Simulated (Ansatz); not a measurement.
**BF2H4NSi (SMILES FBN[SiH2]F): density, localisation and related maps**

Input

```
crystal:
  periodic: [false, false, false]
  atoms:
    - { symbol: F, position_ang: [-1.8474, -0.5643, 1.7288] }
    - { symbol: B, position_ang: [-1.441, -0.1234, 0.4046] }
    - { symbol: "N", position_ang: [-0.2902, 0.8331, 0.248] }
    - { symbol: Si, position_ang: [1.1216, -0.0409, -0.5937] }
    - { symbol: F, position_ang: [2.3988, 0.9418, -0.7539] }
    - { symbol: H, position_ang: [-2.0242, -0.4713, -0.5546] }
    - { symbol: H, position_ang: [0.1231, 1.0416, 1.2265] }
    - { symbol: H, position_ang: [1.4556, -1.2367, 0.1668] }
    - { symbol: H, position_ang: [0.5921, -0.4261, -1.8896] }
basis:
  gaussian: { orbitals: def2-mTZVP }
hamiltonian:
  xc: r2scan
  dispersion: d4
relax:
  f_tol: 0.015
  max_steps: 40
output:
  orbitals: {}
```

Run with:

```sh
ansatz run input.yaml --threads 2 --pin off --max-ram 3072MiB --backend cpu --events-out ev --progress --plain --runs-dir out
```

The fields are those of the relaxed geometry.

The calculation used RKS r2SCAN-D4/def2-mTZVP in Ansatz 0.2.0.

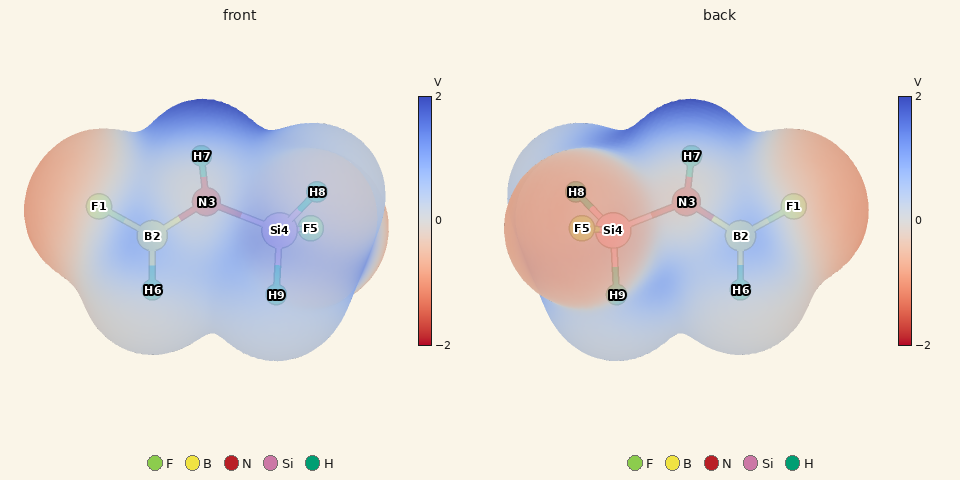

Figure 1. The electrostatic potential painted on the density surface at 0.001 e/bohr³, seen from the front and from behind; the colour scale runs from red (negative) to blue (positive).

Which sites attract a positive test charge, and which a negative one?

Answer. A positive charge is drawn to the negative regions and a negative charge to the positive ones. The most negative region (about −0.9 V) lies over F1 and F5, the most positive (about +1.8 V) over H7.

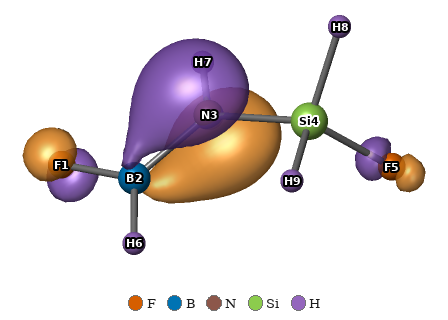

Figure 2. The HOMO at ±0.2 Å⁻³ᐟ² (orange and purple are the two phases), seen at an oblique angle.

Describe this orbital and give its energy.

Answer. Its weight (Hirshfeld) is mainly on N3 (about 60 %), B2 (about 10 %) and F1 (about 5 %). Its energy is −8.07 eV.

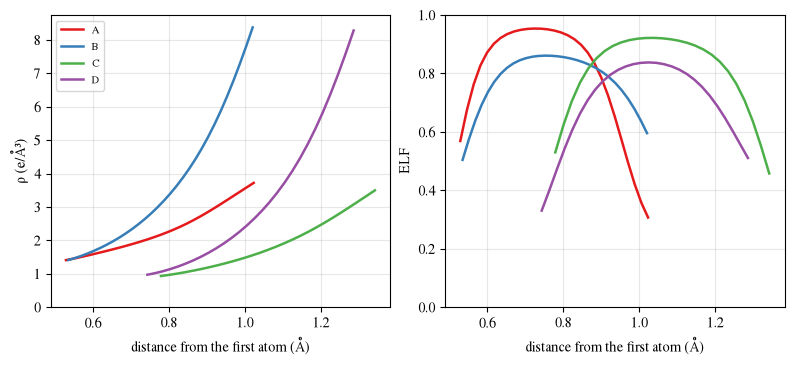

Figure 3. Electron density and ELF along straight lines between neighbouring atoms. The curves leave out the atomic cores.

Which curve belongs to which contact (B–F, B–N, Si–F and Si–N)? The first atom named is at distance zero.

Answer. Curve A: B–N (1.41 Å): ρ at the midpoint is about 1.9 e/Å³; the ELF peaks at about 0.95 between the atoms, as expected for a shared but strongly polarised pair. Curve B: B–F (1.34 Å): the density is about 2.1 e/Å³ at the midpoint; the ELF peaks at about 0.85 between the atoms: a polar covalent bond. Curve C: Si–N (1.73 Å): ρ at the midpoint is about 1.1 e/Å³; the ELF peaks at about 0.90 between the atoms (a polar covalent bond). Curve D: Si–F (1.61 Å): ρ is about 1.1 e/Å³ halfway; the ELF peaks at about 0.85 in the valence shell of F, 0.6 Å from its nucleus, and is about 0.55 at the midpoint.
